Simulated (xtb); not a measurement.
**Run report: C$_{2}$H$_{5}$AlS, geometry relaxation (part 3 of 3)**

The same run, continued: C$_{2}$H$_{5}$AlS, SMILES C=C[S][AlH2]; GFN2-xTB, GBSA solvent methanol (xtb 6.7.1). The starting geometry was optimised with GFN2-xTB.

Geometry of the input (Å):
```
C  -0.2663  1.1811  0.0739
C  0.9503  0.7740  0.4012
S  1.4629  -0.8890  0.7182
Al -0.3763  -1.5675  -0.2853
H  -0.4950  2.2194  -0.0928
H  -1.1044  0.4835  -0.0116
H  1.7647  1.4744  0.5170
H  -1.5567  -2.1667  0.5004
H  -0.3791  -1.5092  -1.8209
```

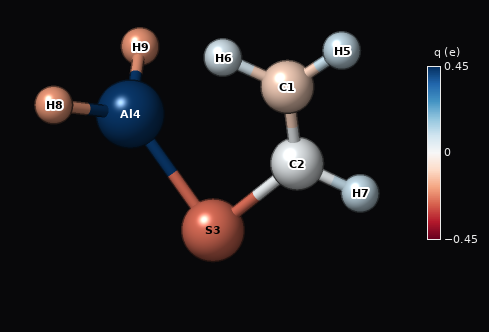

**Figure 1.** Mulliken charges, as the colour of each atom (ball-and-stick view, seen at a tilt; atoms are numbered from 1 in the order of the input). By element: C −0.10 to +0.02, S −0.25, Al +0.43 and H −0.20 to +0.10 e.

Summary

| quantity | value |
| --- | --- |
| outcome | converged |
| electrons treated | 22 |
| total energy | −11.144540 hartree |
| dispersion energy | −0.006155 hartree |
| solvation energy | −0.010517 hartree |
| basis functions | 33 |
| HOMO | −10.78 eV |
| LUMO | −6.89 eV |
| dipole moment | 2.99 D |
| wall time | 0.73 s |
| peak memory | 0.071 GiB |

Notes

Settings chosen away from the usual ones: method = gfn2-xtb; task = optimise; x = {"surface_grid": "normal"}; geo = {"prev": "A"}; sm = GBSA; solvent = methanol.
